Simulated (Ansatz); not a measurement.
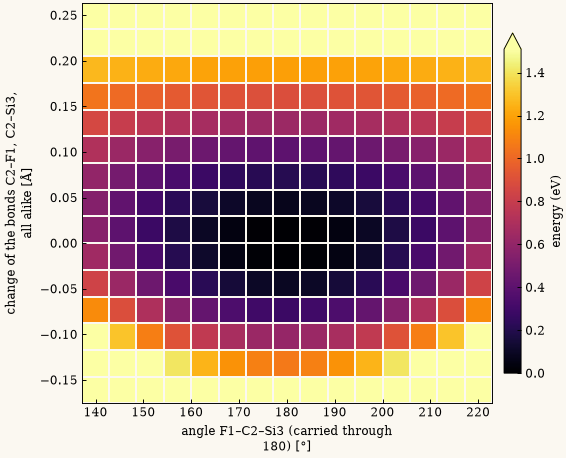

Energy landscape of CFSi, SMILES FC#[Si-], charge −1. 
- Coordinates scanned: (1) angle F1–C2–Si3 (carried through 180); (2) change of the bonds C2–F1, C2–Si3, all alike.
- Nothing is relaxed (all other coordinates rigid).
- Grid: 15 × 15 points; 120 points were computed and 105 follow by symmetry.
- Points are written as (first, second).
- Energies: eV, counted from the lowest grid point.
- Computed with Ansatz, RHF/def2-TZVPD.

Drawn: one coloured cell a grid point, one colour for all values above the top of the scale. 

Summarise what can be read from the map.

The lowest grid point is at (180.0°, 0.015 Å). It is the only kind of minimum in the scanned range. The highest grid point, (140.0°, −0.161 Å), lies 2.88 eV above the lowest. Round the minimum the two coordinates are nearly uncoupled.

Each point was launched as `ansatz run input.yaml --threads 1 --pin off --max-ram 2560MiB --backend cpu --events-out ev --progress --plain --runs-dir out`. The whole map (120 points run) took 3.1 min on 1 thread of Arm Neoverse V2, with other jobs on the host.
